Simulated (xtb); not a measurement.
# Molecular dynamics of GaBHOF (charge +1) (part 4 of 5)

The same run, continued: GaBHOF, charge +1, multiplicity 2; GFN2-xTB (xtb 6.7.1). The geometry is that of the parent species in another charge or spin state. The geometry comes from this level: RDKit embedding + MMFF94.

Geometry of the input (Å):
```
F  -2.2422  -0.6900  -0.0105
B  -1.0022  0.0192  -0.2883
O  -0.2434  1.2193  0.0940
Ga 1.1454  -0.2029  -0.1721
H  2.3424  -0.3456  0.7336
```

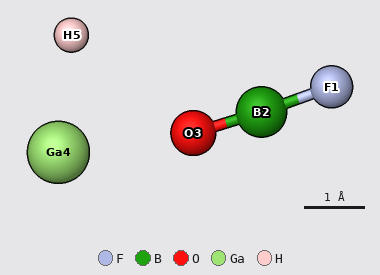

Fig. 1: The geometry at step 22 of the log (ball-and-stick view, seen on its broad side; atoms are numbered from 1 in the order of the input).

**Output, continued**
```
 ---------------------------------
Ga4-O3-B2-F1=  1.27           H5-Ga4-O3-B2=185.58
           -------------------------------------------------
          |                Final Singlepoint                |
           -------------------------------------------------

          ...................................................
          :                      SETUP                      :
          :.................................................:
          :  # basis functions                  23          :
          :  # atomic orbitals                  22          :
          :  # shells                           10          :
          :  # electrons                        19          :
          :  max. iterations                   250          :
          :  Hamiltonian                  GFN2-xTB          :
          :  restarted?                      false          :
          :  GBSA solvation                  false          :
          :  PC potential                    false          :
          :  electronic temp.          300.0000000     K    :
          :  accuracy                    1.0000000          :
          :  -> integral cutoff          0.2500000E+02      :
          :  -> integral neglect         0.1000000E-07      :
          :  -> SCF convergence          0.1000000E-05 Eh   :
          :  -> wf. convergence          0.1000000E-03 e    :
          :  Broyden damping             0.4000000          :
          :  net charge                          1          :
          :  unpaired electrons                  1          :
          ...................................................

 iter      E             dE          RMSdq      gap      omega  full diag
   1    -11.4598440 -0.114598E+02  0.113E-04    4.74       0.0  T
   2    -11.4598440 -0.444622E-11  0.502E-05    4.74     890.3  T
   3    -11.4598440 -0.358824E-12  0.340E-05    4.74    1315.4  T

   *** convergence criteria satisfied after 3 iterations ***

         #    Occupation            Energy/Eh            Energy/eV
      -------------------------------------------------------------
         1        2.0000           -1.0594472             -28.8290
       ...           ...                  ...                  ...
         4        2.0000           -0.7862353             -21.3946
         5        2.0000           -0.7860016             -21.3882
         6        2.0000           -0.7726016             -21.0236
         7        2.0000           -0.7306711             -19.8826
         8        2.0000           -0.7302609             -19.8714
         9        2.0000           -0.6955920             -18.9280
        10        1.0000           -0.5816179             -15.8266 (HOMO)
        11                         -0.4073416             -11.0843 (LUMO)
        12                         -0.3978403             -10.8258
        13                         -0.3742666             -10.1843
        14                         -0.3520561              -9.5799
        15                         -0.3233093              -8.7977
       ...                                ...                  ...
        22                          1.1462586              31.1913
      -------------------------------------------------------------
                  HL-Gap            0.1742763 Eh            4.7423 eV
             Fermi-level           -0.5665424 Eh          -15.4164 eV

 SCC (total)                   0 d,  0 h,  0 min,  0.001 sec
 SCC setup                      ...        0 min,  0.000 sec (  2.364%)
 Dispersion                     ...        0 min,  0.000 sec (  0.574%)
 classical contributions        ...        0 min,  0.000 sec (  0.266%)
 integral evaluation            ...        0 min,  0.000 sec ( 27.498%)
 iterations                     ...        0 min,  0.000 sec ( 22.945%)
 molecular gradient             ...        0 min,  0.000 sec ( 43.196%)
 printout                       ...        0 min,  0.000 sec (  2.776%)

         :::::::::::::::::::::::::::::::::::::::::::::::::::::
         ::                     SUMMARY                     ::
         :::::::::::::::::::::::::::::::::::::::::::::::::::::
         :: total energy             -11.383475317406 Eh    ::
         :: gradient norm              0.002775758644 Eh/a0 ::
         :: HOMO-LUMO gap              4.742300009015 eV    ::
         ::.................................................::
         :: SCC energy               -11.459844231592 Eh    ::
         :: -> isotropic ES            0.158290583482 Eh    ::
         :: -> anisotropic ES         -0.003951943951 Eh    ::
         :: -> anisotropic XC         -0.002105792923 Eh    ::
         :: -> dispersion             -0.002028228161 Eh    ::
         :: repulsion energy           0.076368914187 Eh    ::
         :: add. restraining           0.000000000000 Eh    ::
         :: total charge               1.000000000000 e     ::
         :::::::::::::::::::::::::::::::::::::::::::::::::::::

           -------------------------------------------------
          |                Property Printout                |
           -------------------------------------------------

    * Orbital Energies and Occupations

         #    Occupation            Energy/Eh            Energy/eV
      -------------------------------------------------------------
         1        2.0000           -1.0594472             -28.8290
         2        2.0000           -0.9373113             -25.5055
         3        2.0000           -0.8128195             -22.1179
         4        2.0000           -0.7862353             -21.3946
         5        2.0000           -0.7860016             -21.3882
         6        2.0000           -0.7726016             -21.0236
         7        2.0000           -0.7306711             -19.8826
         8        2.0000           -0.7302609             -19.8714
         9        2.0000           -0.6955920             -18.9280
        10        1.0000           -0.5816179             -15.8266 (HOMO)
        11                         -0.4073416             -11.0843 (LUMO)
        12                         -0.3978403             -10.8258
        13                         -0.3742666             -10.1843
        14                         -0.3520561              -9.5799
        15                         -0.3233093              -8.7977
        16                         -0.2327118              -6.3324
        17                         -0.1847553              -5.0274
        18                         -0.1753901              -4.7726
        19                         -0.1087487              -2.9592
        20                          0.0546282               1.4865
        21                          0.3431557               9.3377
        22                          1.1462586              31.1913
      -------------------------------------------------------------
                  HL-Gap            0.1742763 Eh            4.7423 eV
             Fermi-level           -0.5665424 Eh          -15.4164 eV

     #   Z          covCN         q      C6AA      α(0)
     1   9 F        0.722    -0.069     9.973     3.729
     2   5 B        1.511     0.587    31.235    11.777
     3   8 O        1.306    -0.270    18.917     5.848
     4  31 Ga       0.806     0.621   309.986    45.038
     5   1 H        0.289     0.130     3.599     3.444

 Mol. C6AA /au·bohr⁶  :        995.528255
 Mol. C8AA /au·bohr⁸  :      65251.956902
 Mol. α(0) /au        :         69.836131

Wiberg/Mayer (AO) data.
largest (>0.10) Wiberg bond orders for each atom

 ---------------------------------------------------------------------------
     #   Z sym  total        # sym  WBO       # sym  WBO       # sym  WBO
 ---------------------------------------------------------------------------
     1   9 F    1.471 --     2 B    1.327     3 O    0.127
     2   5 B    3.333 --     3 O    1.972     1 F    1.327
     3   8 O    2.543 --     2 B    1.972     4 Ga   0.435     1 F    0.127
     4  31 Ga   1.062 --     5 H    0.583     3 O    0.435
     5   1 H    0.598 --     4 Ga   0.583
 ---------------------------------------------------------------------------

Topologies differ in total number of bonds
Writing topology from bond orders to xtbtopo.mol

molecular dipole:
                 x           y           z       tot (Debye)
 q only:        1.699       0.622      -0.313
   full:        1.499       0.809      -0.542       4.543
molecular quadrupole (traceless):
                xx          xy          yy          xz          yz          zz
 q only:       11.886       3.812      -5.652      -1.181      -1.511      -6.234
  q+dip:       10.837       4.702      -5.054      -2.239      -2.763      -5.783
   full:       10.046       4.597      -4.530      -2.524      -1.152      -5.516

           -------------------------------------------------
          |                Geometry Summary                 |
           -------------------------------------------------

      molecular mass/u    :      116.5398430
   center of mass at/Å    :        0.5614993       0.4081941      -0.2933193
  moments of inertia/u·Å² :        0.4409666E+01   0.3975082E+03   0.4019095E+03
rotational constants/cm⁻¹ :        0.3822882E+01   0.4240826E-01   0.4194385E-01

 * 2 selected distances

     #   Z          #   Z                                           value/Å
     1   9 F        2   5 B                                       1.2491231 (max)
     2   5 B        3   8 O                                       1.2079250 (min)

 * 2 distinct bonds (by element types)

   Z      Z             #   av. dist./Å        max./Å        min./Å
   5 B    8 O           1     1.2079250     1.2079250     1.2079250
   5 B    9 F           1     1.2491231     1.2491231     1.2491231

optimized geometry written to: xtbopt.xyz

           -------------------------------------------------
          | TOTAL ENERGY              -11.383475317406 Eh   |
          | GRADIENT NORM               0.002775758644 Eh/α |
          | HOMO-LUMO GAP               4.742300009015 eV   |
           -------------------------------------------------
           -------------------------------------------------
          |               Molecular Dynamics                |
           -------------------------------------------------
 trajectories on xtb.trj or xtb.trj.<n>

 MD time /ps        :    0.10
 dt /fs             :    2.00
 SCC accuracy       :    2.00
 temperature /K     :  100.00
 max steps          :    50
 block length (av.) :  2500
 dumpstep(trj) /fs  :    4.00     2
 dumpstep(coords)/fs: 1000.00   500
 H atoms mass (amu) :     4
 # deg. of freedom  :    14
 SHAKE on. # bonds  :           1  all: F
 Berendsen THERMOSTAT on
         time (ps)    <Epot>      Ekin   <T>   T     Etot
      0    0.00      0.00000   0.0035    0.    0.   -11.37993
 average properties
 Epot               :  -11.159155428073491
 Epot (accurate SCC):  -11.382175673067499
 Ekin               :   1.4207782721857147E-003
 Etot               :  -11.157734649801306
 T                  :   64.092388145293640
 normal exit of md()

------------------------------------------------------------------------
------------------------------------------------------------------------
 total:
 *  cpu-time:     0 d,  0 h,  0 min,  0.110 sec
 * ratio c/w:     1.000 speedup
 SCF:
 *  cpu-time:     0 d,  0 h,  0 min,  0.002 sec
 * ratio c/w:     1.000 speedup
 ANC optimizer:
 *  cpu-time:     0 d,  0 h,  0 min,  0.039 sec
 * ratio c/w:     1.000 speedup
 MD:
 *  cpu-time:     0 d,  0 h,  0 min,  0.063 sec
 * ratio c/w:     1.000 speedup
```

**File xtbopt.xyz**
```
5
 energy: -11.383475317406 gnorm: 0.002775758644 xtb: 6.7.1
F           -2.64280883973174       -0.27287442932764       -0.00519431808867
B           -1.41213987746206       -0.06305620669921       -0.04689017089890
O           -0.22450563891854        0.15039312223873       -0.10208725211860
Ga           1.89465391830676        0.73991777266615       -0.47237659127596
H            2.38480043780576       -0.55438025887805        0.98330233238209
```

**Trajectory as extended XYZ (Å, eV, eV/Å), 34 of the 52 frames kept, from step=0 to step=24**
```
5
Properties=species:S:1:pos:R:3 step=0 energy=-305.77191
F    -2.2422   -0.6900   -0.0105
B    -1.0022    0.0192   -0.2883
O    -0.2434    1.2193    0.0940
Ga    1.1454   -0.2029   -0.1721
H     2.3424   -0.3456    0.7336
5
Properties=species:S:1:pos:R:3 step=2 energy=-308.06832
F    -2.1118   -0.5840   -0.0605
B    -1.0926    0.1379   -0.1920
O    -0.4062    1.0520    0.0692
Ga    1.1709   -0.3130   -0.2535
H     2.4398   -0.2930    0.7935
5
Properties=species:S:1:pos:R:3 step=3 energy=-308.57854
F    -2.1397   -0.6083   -0.1070
B    -1.1896    0.1878   -0.1327
O    -0.3424    1.0323    0.0783
Ga    1.1896   -0.3898   -0.3055
H     2.4821   -0.2219    0.8236
5
Properties=species:S:1:pos:R:3 step=5 energy=-309.00366
F    -2.1828   -0.6258   -0.2166
B    -1.3658    0.3274    0.0672
O    -0.2959    0.9412    0.0767
Ga    1.2942   -0.5654   -0.5013
H     2.5503   -0.0774    0.9308
5
Properties=species:S:1:pos:R:3 step=6 energy=-309.12477
F    -2.2057   -0.5802   -0.1940
B    -1.3749    0.3134    0.0320
O    -0.3087    0.8845    0.1104
Ga    1.3388   -0.5744   -0.5563
H     2.5505   -0.0433    0.9646
5
Properties=species:S:1:pos:R:3 step=8 energy=-309.31720
F    -2.4630   -0.4297   -0.2314
B    -1.3958    0.2028    0.0645
O    -0.2986    0.6970    0.1683
Ga    1.5072   -0.5662   -0.6549
H     2.6501    0.0961    1.0103
5
Properties=species:S:1:pos:R:3 step=9 energy=-309.34430
F    -2.5394   -0.4078   -0.1926
B    -1.4497    0.2169    0.0211
O    -0.2853    0.6026    0.1887
Ga    1.6132   -0.5225   -0.7333
H     2.6613    0.1108    1.0729
5
Properties=species:S:1:pos:R:3 step=11 energy=-309.47629
F    -2.5752   -0.3935   -0.1530
B    -1.4722    0.1725    0.0166
O    -0.3541    0.5842    0.1199
Ga    1.7167   -0.3248   -0.7363
H     2.6848   -0.0384    1.1094
5
Properties=species:S:1:pos:R:3 step=12 energy=-309.54029
F    -2.6817   -0.3474   -0.1416
B    -1.5098    0.1207    0.0154
O    -0.3764    0.5003    0.0843
Ga    1.8256   -0.1785   -0.7283
H     2.7423   -0.0951    1.1270
5
Properties=species:S:1:pos:R:3 step=14 energy=-309.63880
F    -2.7538   -0.3307   -0.0907
B    -1.5649    0.0676   -0.0362
O    -0.4019    0.4093   -0.0160
Ga    1.9158    0.1351   -0.6110
H     2.8048   -0.2812    1.1106
5
Properties=species:S:1:pos:R:3 step=15 energy=-309.67717
F    -2.7689   -0.3277   -0.0559
B    -1.5686    0.0311   -0.0729
O    -0.4038    0.3683   -0.0727
Ga    1.9282    0.3221   -0.5310
H     2.8131   -0.3938    1.0894
5
Properties=species:S:1:pos:R:3 step=17 energy=-309.72142
F    -2.7536   -0.3322    0.0099
B    -1.5381   -0.0428   -0.1345
O    -0.3785    0.2944   -0.1867
Ga    1.8893    0.6948   -0.3629
H     2.7809   -0.6144    1.0310
5
Properties=species:S:1:pos:R:3 step=19 energy=-309.73226
F    -2.7307   -0.3313    0.0046
B    -1.5243   -0.0469   -0.1152
O    -0.3576    0.2708   -0.2045
Ga    1.8590    0.7352   -0.3455
H     2.7537   -0.6278    1.0174
5
Properties=species:S:1:pos:R:3 step=20 energy=-309.73746
F    -2.7368   -0.3206    0.0004
B    -1.5211   -0.0437   -0.1055
O    -0.3510    0.2512   -0.1919
Ga    1.8670    0.7130   -0.3738
H     2.7419   -0.5999    1.0276
5
Properties=species:S:1:pos:R:3 step=22 energy=-309.74947
F    -2.6960   -0.2750    0.0117
B    -1.4672   -0.0641   -0.0727
O    -0.2917    0.1555   -0.1573
Ga    1.8739    0.7364   -0.4186
H     2.5810   -0.5529    0.9936
5
Properties=species:S:1:pos:R:3 step=23 energy=-309.75622
F    -2.6695   -0.2453    0.0181
B    -1.4306   -0.0783   -0.0498
O    -0.2409    0.0910   -0.1276
Ga    1.8850    0.7568   -0.4608
H     2.4560   -0.5242    0.9768
5
Properties=species:S:1:pos:R:3 step=25 energy=-309.75967
F    -2.6509   -0.2676    0.0002
B    -1.4198   -0.0656   -0.0501
O    -0.2308    0.1389   -0.1097
Ga    1.8905    0.7432   -0.4692
H     2.4110   -0.5488    0.9855
5
Properties=species:S:1:pos:R:3 step=26 energy=-309.76014
F    -2.6428   -0.2729   -0.0052
B    -1.4121   -0.0631   -0.0469
O    -0.2245    0.1504   -0.1021
Ga    1.8946    0.7399   -0.4724
H     2.3848   -0.5544    0.9833
5
Properties=species:S:1:pos:R:3 step=1 time_fs=4.0 energy=-309.75414
F    -2.6366   -0.2793    0.0040
B    -1.4198   -0.0718   -0.0567
O    -0.2345    0.1594   -0.1100
Ga    1.8995    0.7417   -0.4737
H     2.3381   -0.5640    0.9882
5
Properties=species:S:1:pos:R:3 step=2 time_fs=8.0 energy=-309.75283
F    -2.6375   -0.2850    0.0145
B    -1.4163   -0.0764   -0.0654
O    -0.2449    0.1685   -0.1173
Ga    1.9043    0.7425   -0.4738
H     2.2902   -0.5746    0.9928
5
Properties=species:S:1:pos:R:3 step=4 time_fs=16.0 energy=-309.75310
F    -2.6493   -0.2998    0.0351
B    -1.4236   -0.0837   -0.0781
O    -0.2429    0.1895   -0.1353
Ga    1.9137    0.7439   -0.4736
H     2.1942   -0.5930    0.9990
5
Properties=species:S:1:pos:R:3 step=5 time_fs=20.0 energy=-309.74640
F    -2.6555   -0.3081    0.0447
B    -1.4255   -0.0830   -0.0816
O    -0.2423    0.1983   -0.1457
Ga    1.9182    0.7444   -0.4734
H     2.1469   -0.6007    1.0006
5
Properties=species:S:1:pos:R:3 step=7 time_fs=28.0 energy=-309.74812
F    -2.6538   -0.3239    0.0606
B    -1.4270   -0.0722   -0.0812
O    -0.2582    0.2087   -0.1685
Ga    1.9269    0.7454   -0.4726
H     2.0559   -0.6129    1.0014
5
Properties=species:S:1:pos:R:3 step=9 time_fs=36.0 energy=-309.74179
F    -2.6405   -0.3390    0.0734
B    -1.4434   -0.0561   -0.0731
O    -0.2763    0.2155   -0.1940
Ga    1.9348    0.7459   -0.4714
H     1.9723   -0.6215    0.9994
5
Properties=species:S:1:pos:R:3 step=10 time_fs=40.0 energy=-309.73604
F    -2.6412   -0.3483    0.0802
B    -1.4402   -0.0442   -0.0696
O    -0.2832    0.2190   -0.2074
Ga    1.9382    0.7460   -0.4706
H     1.9342   -0.6246    0.9977
5
Properties=species:S:1:pos:R:3 step=12 time_fs=48.0 energy=-309.72700
F    -2.6475   -0.3670    0.0945
B    -1.4530   -0.0269   -0.0626
O    -0.2758    0.2318   -0.2359
Ga    1.9441    0.7458   -0.4688
H     1.8676   -0.6290    0.9936
5
Properties=species:S:1:pos:R:3 step=13 time_fs=52.0 energy=-309.72080
F    -2.6502   -0.3752    0.1018
B    -1.4494   -0.0188   -0.0630
O    -0.2787    0.2379   -0.2483
Ga    1.9465    0.7454   -0.4678
H     1.8397   -0.6306    0.9916
5
Properties=species:S:1:pos:R:3 step=15 time_fs=60.0 energy=-309.71957
F    -2.6386   -0.3840    0.1149
B    -1.4555   -0.0153   -0.0687
O    -0.2938    0.2510   -0.2686
Ga    1.9503    0.7444   -0.4656
H     1.7961   -0.6331    0.9881
```
